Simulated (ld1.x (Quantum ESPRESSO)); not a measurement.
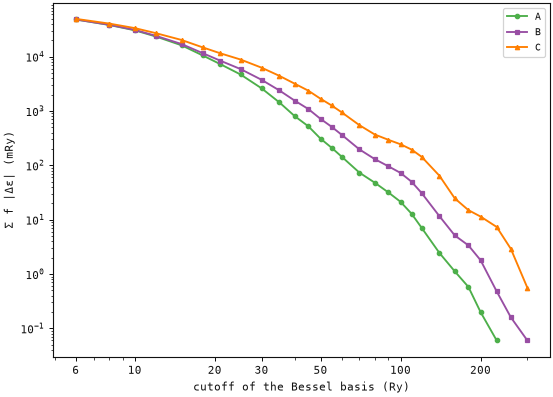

The occupation-weighted error of the valence levels in a spherical-Bessel basis for 3 variants of one potential.

Base settings:

Input of ld1.x (Quantum ESPRESSO) 7.5:

```
 &input
   title='Bi', zed=83., rel=1, dft='PBE', iswitch=3,
   config='[Xe] 4f14 5d10 6s2 6p3',
   nld=3, rlderiv=1.90, eminld=-14.0, emaxld=5.0, deld=0.04
 /
 &inputp
   pseudotype=1, tm=.true., lloc=2,
   nlcc=.true., new_core_ps=.true.,
   file_pseudopw='Bi.pp', file_wfcaegen='ae.wfc', file_wfcncgen='nc.wfc'
 /
3
5S  1  0   2.00   0.00  1.30  1.30  0.0
5P  2  1   6.00   0.00  1.35  1.35  0.0
5D  3  2  10.00   0.00  1.75  1.75  0.0
 &test
   configts(1)='5s2 5p6 5d10 6s2 6p3'
 /
```

Command:
```bash
ld1.x < Bi.in > Bi.out
```

Functional and relativity: PBE, scalar-relativistic.

> The variants differ in the scale factor on all radii: 0.75, 0.89, 0.98. Which curve belongs to which value?

A: 0.98; B: 0.89; C: 0.75.

> What did the other tests of these runs give?

A: loose cutoff 120 Ry; bound ghosts none; largest test error -10597 meV. B: loose cutoff 160 Ry; bound ghosts none; largest test error -4731 meV. C: loose cutoff 230 Ry; bound ghosts none; largest test error -1666 meV. The loose cutoff is the first of the cutoffs, on a coarse ladder, from which the occupation-weighted sum of valence levels, in a spherical-Bessel basis at the reference potential, stays within 10 and 1 mRy of its value at 400 Ry.

Of the 4 potentials behind this page, the base run counted, 4 are unsound (ghost states, missed reference levels or an overlap that isn't positive definite).
